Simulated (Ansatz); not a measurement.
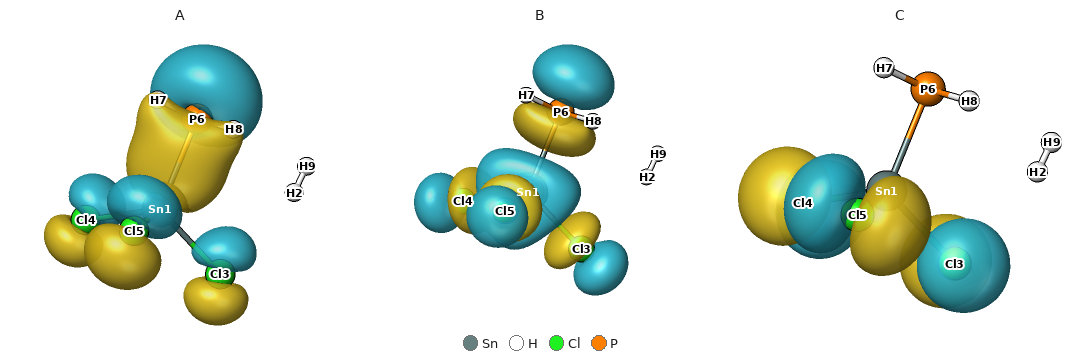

Cl$_{3}$H$_{2}$PSn···H$_{2}$. Three frontier orbitals at ±0.08 Å⁻³ᐟ² (yellow and cyan are the two phases), in no order.

Core potentials replace the inner electrons of Sn.

The calculation used Ansatz 0.2.0, RKS PBE0-D4/def2-SVP.

```xyz
9

Sn   -0.8298   -0.0967   -0.6422
H     0.2845    0.3330    2.9409
Cl    1.3380   -0.1562    0.2342
Cl   -0.9327    1.7506   -2.0668
Cl   -1.0359   -1.9933   -1.9966
P    -2.5655    0.0540    1.1446
H    -3.5479   -0.4245    0.2205
H    -2.2368   -1.2658    1.5863
H    -0.1739    0.4867    3.5301
```

Q: Order the three orbitals by energy and name them.

A: C is the HOMO−1 (−9.08 eV). It lies mainly on Cl5 (about 35 %), Cl4 (about 35 %) and Cl3 (about 25 %); largely a combination of lone pairs on Cl5, Cl4 and Cl3. A is the HOMO (−8.56 eV). It lies mainly on P6 (about 50 %), Cl5 (about 20 %), Sn1 (about 10 %), Cl3 (about 10 %) and Cl4 (about 5 %); largely a combination of lone pairs on P6, Cl5, Cl3 and Cl4. B is the LUMO (−2.68 eV). By Hirshfeld shares it lies mainly on Sn1 (about 30 %), P6 (about 25 %), Cl5 (about 15 %), Cl3 (about 15 %) and Cl4 (about 15 %).

Q: What is the HOMO–LUMO gap?

A: 5.88 eV between the orbital energies.
